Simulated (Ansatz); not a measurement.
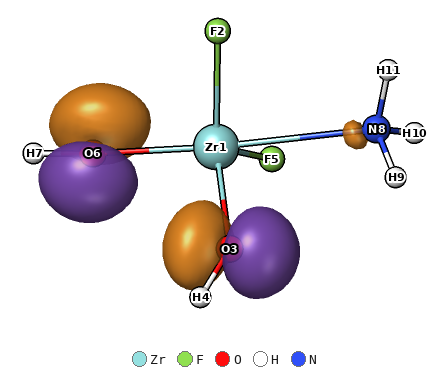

Figure 1: F₂H₅NO₂Zr. The HOMO at ±0.2 Å⁻³ᐟ² (orange and purple are the two phases), seen at an oblique angle.

Core potentials replace the inner electrons of Zr.

Theory: RHF/def2-SVP (Ansatz 0.2.0).

The calculation's input:

```
crystal:
  periodic: [false, false, false]
  atoms:
    - { symbol: Zr, position_ang: [-0.03128, -0.241412, 0.09228] }
    - { symbol: F, position_ang: [0.011078, -0.060246, 2.042196] }
    - { symbol: O, position_ang: [1.721587, -0.587091, -0.601143] }
    - { symbol: H, position_ang: [2.54355, -0.843074, -0.979263] }
    - { symbol: F, position_ang: [-0.770863, 1.344254, -0.704594] }
    - { symbol: O, position_ang: [-1.201403, -1.694119, -0.317529] }
    - { symbol: H, position_ang: [-1.765205, -2.416676, -0.527437] }
    - { symbol: "N", position_ang: [1.488012, 2.493179, 1.446298] }
    - { symbol: H, position_ang: [2.273067, 2.093089, 0.966618] }
    - { symbol: H, position_ang: [0.825644, 2.863213, 0.789354] }
    - { symbol: H, position_ang: [1.046212, 1.796882, 2.057419] }
basis:
  gaussian: { orbitals: def2-SVP }
hamiltonian:
  xc: hf
relax:
  f_tol: 0.03
  max_steps: 50
output:
  orbitals: {}
```

Run with:

```sh
ansatz run input.yaml --threads 2 --pin off --max-ram 3072MiB --backend cpu --events-out ev --progress --plain --runs-dir out
```

The fields are those of the run's last geometry, not of the input's.

Describe this orbital and give its energy.

Answer. Its weight (Hirshfeld) is mainly on O6 (about 45 %) and O3 (about 35 %); largely a combination of lone pairs on O6 and O3. Its energy is −13.00 eV.
